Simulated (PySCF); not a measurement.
Molecule: SMILES Br[SiH2][SiH2]Br (H4Br2Si2), singlet. Atoms near the plane z = 1.0 Å, at the PBE0/def2-SVP optimised geometry (x, y, z in Å): Br1 (1.8, -2.1, 0.0), Si2 (1.2, 0.0, 0.0), Si3 (-1.2, 0.0, 0.0), Br4 (-1.8, 2.1, 0.0), H6 (1.7, 0.7, 1.2), H8 (-1.7, -0.7, 1.2).

Calculation: PBE0/def2-TZVP in PySCF. The values are rescaled to run from 0 to 1.

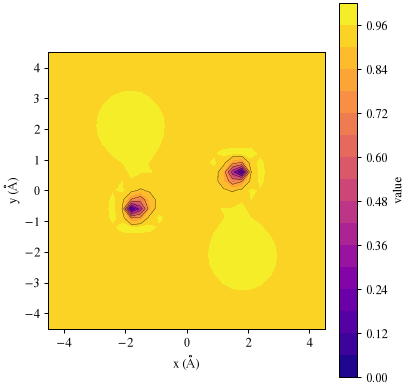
Fig. 1. a field on the plane z = 1.0 Å.

### Question
Which quantity is mapped?
(A) Laplacian of the electron density
(B) electrostatic potential
(C) an orbital amplitude
(D) electron localisation function

### Answer
A, Laplacian of the electron density. In full: Laplacian of the electron density (e/bohr⁵).
